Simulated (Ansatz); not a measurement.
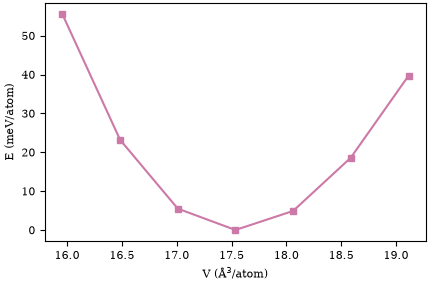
Figure: TaF₃ (ReO3 type, Pm-3m) under volume change, the program Ansatz at the PBE level (PAW), scaled uniformly.

### Question
What does a third-order Birch–Murnaghan fit give for V₀, B₀ and B′?

### Answer
V₀ = 17.54 Å³/atom, B₀ = 105 GPa, B′ = 4.5.

The workflow started from an entry of the Crystallography Open Database (COD). Its standing as an ambient phase is unchecked. Symmetry was held in the PBE relaxation; its stability against distortions is not shown here. No spin polarisation was allowed. The volume moved by 18 % from the start of the relaxation. Spin–orbit coupling is left out wherever it is not named.

Potentials: the later of the program's two PAW sets.
